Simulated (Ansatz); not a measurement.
# SiH3Cl (chlorosilane): PBE/aug-cc-pVDZ

What is the energy change on altering one bond length of SiH3Cl (chlorosilane) at PBE/aug-cc-pVDZ? 

The results are computed with Ansatz 0.2.0.

15 further runs of the same task are left out: 15 set aside as unsound or not needed.

## (1) The structure to begin with

SiH3Cl has 5 atoms, charge 0, and is taken as a singlet. As SMILES, `[SiH3]Cl`. The coordinates come from a PBE0-D4/def2-TZVP relaxation.

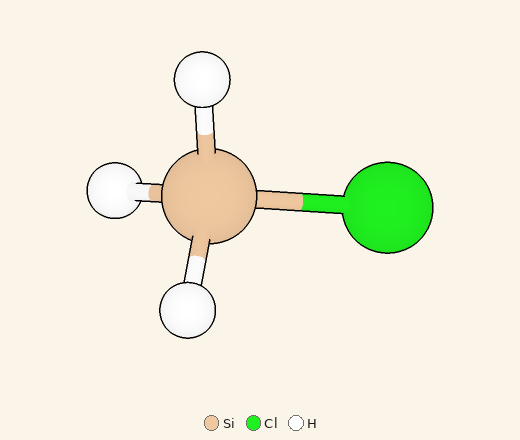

The structure, seen from a chosen angle (silicon light orange, chlorine green, hydrogen white).

## (2) A single-point energy at PBE/aug-cc-pVDZ

File run.yaml:

```yaml
crystal:
  periodic: [false, false, false]
  atoms:
    - {symbol: Si, position_ang: [-0.112000, 0.018600, -0.030900]}
    - {symbol: Cl, position_ang: [1.838300, -0.513500, 0.329900]}
    - {symbol: H, position_ang: [-0.950900, -0.488300, 1.079100]}
    - {symbol: H, position_ang: [-0.534700, -0.585700, -1.314900]}
    - {symbol: H, position_ang: [-0.190800, 1.495400, -0.104700]}
basis:
  gaussian: {orbitals: aug-cc-pVDZ}
magnetization: {spin_polarized: false, initial_magnetization: 0}
hamiltonian: {xc: pbe}
accuracy: high
output: {orbitals: {seedname: orbitals}}
```

Launch:

```bash
$ ansatz run run.yaml --threads 1 --pin off --max-ram 2610MiB --events-out events.jsonl --progress --plain --runs-dir runs
```

What it wrote:

```text
Warning: RAYON_NUM_THREADS=1 ignored (pool sized by the plan → 1); use --threads N
Functional definition: PBE
  name "PBE"
  parameter kappa = 0.804
  parameter beta = 0.06672455060314922
  exchange = pbe_x(kappa = kappa, mu = beta*pi^2/3)
  correlation = pbe_c(beta = beta)
1640 factors; integrals over basis functions are off by at most 3.8e-9 eV
mean field evaluation 1: about -20439.7636 eV, gradient 1.5e1 eV
mean field evaluation 2: about -20440.2501 eV, gradient 1.2e1 eV
mean field evaluation 4: about -20440.7281 eV, gradient 7.4e-1 eV
mean field evaluation 8: about -20440.7272 eV, gradient 2.7e-3 eV
mean field evaluation 16: about -20440.7272 eV, gradient 1.7e-8 eV
mean field -20440.72723861 eV, -751.1828707964 hartree, gradient 1.8e-8 eV, S^2 0.000000; 0 other end points of the search recorded, 0 dependent functions left out
reference -20440.72724597 eV, -751.1828710667 hartree; 17, 17 occupied and 64, 64 virtual orbitals, 1640 factors
Total energy: -20440.72724597 eV, -751.1828710667 hartree
```

It took 2 s on 1 thread of AMD EPYC 9R45 (Zen 5), shared host; peak memory 0.2 GiB.

## (3) The distorted shape, same level

File run.yaml:

```yaml
crystal:
  periodic: [false, false, false]
  atoms:
    - {symbol: Si, position_ang: [-0.017442, -1.753530, 0.057658]}
    - {symbol: Cl, position_ang: [1.932858, -2.285630, 0.418458]}
    - {symbol: H, position_ang: [-0.856342, -2.260430, 1.167658]}
    - {symbol: H, position_ang: [-0.440142, -2.357830, -1.226342]}
    - {symbol: H, position_ang: [-0.190800, 1.495400, -0.104700]}
basis:
  gaussian:
    orbitals: aug-cc-pVDZ
hamiltonian:
  xc: {name: PBE}
accuracy: high
output: {orbitals: {seedname: orbitals}}
```

Launch:

```bash
$ ansatz run run.yaml --threads 1 --pin off --max-ram 2610MiB --events-out events.jsonl --progress --plain --runs-dir runs
```

What it wrote (excerpt; [...] marks lines left out):

```text
Warning: RAYON_NUM_THREADS=1 ignored (pool sized by the plan → 1); use --threads N
[... 6 set-up lines as earlier in the session ...]
1647 factors; integrals over basis functions are off by at most 3.9e-9 eV
mean field evaluation 1: about -20435.8078 eV, gradient 1.4e1 eV
mean field evaluation 2: about -20430.8298 eV, gradient 2.0e1 eV
mean field evaluation 4: about -20436.3251 eV, gradient 7.4e0 eV
mean field evaluation 8: about -20436.3242 eV, gradient 7.4e0 eV
mean field evaluation 16: about -20433.3977 eV, gradient 1.0e1 eV
mean field -20436.72565173 eV, -751.0358151908 hartree, gradient 5.2e-8 eV, S^2 0.000000; 0 other end points of the search recorded, 0 dependent functions left out
reference -20436.72565842 eV, -751.0358154369 hartree; 17, 17 occupied and 64, 64 virtual orbitals, 1647 factors
Total energy: -20436.72565842 eV, -751.0358154369 hartree
```

It took 2.1 s on 1 thread of AMD EPYC 9R45 (Zen 5), shared host; peak memory 0.2 GiB.

## (4) What came out

At PBE/aug-cc-pVDZ:

```
                                                          quantity          value
                                         first shape: total energy  -751.18287 Eh
                                          first shape: HOMO energy       -7.66 eV
                                          first shape: LUMO energy       -1.19 eV
                                        first shape: HOMO–LUMO gap        6.48 eV
                                     distorted shape: total energy  -751.03582 Eh
                                      distorted shape: HOMO energy       -5.96 eV
                                      distorted shape: LUMO energy       -4.66 eV
                                    distorted shape: HOMO–LUMO gap        1.30 eV
energy change with the Si1–H5 bond stretched from 1.481 to 3.258 Å       4.002 eV
```

What this shows: One bond (distorted shape) is far stretched, which a spin-restricted single reference describes badly; a broken-symmetry solution may lie lower. With the Si1–H5 bond stretched from 1.481 to 3.258 Å the energy rises by 4.00 eV (92 kcal/mol). The first shape isn't relaxed at this level, so the change isn't measured from a minimum. A restricted reference can't describe the breaking bond well at this length.
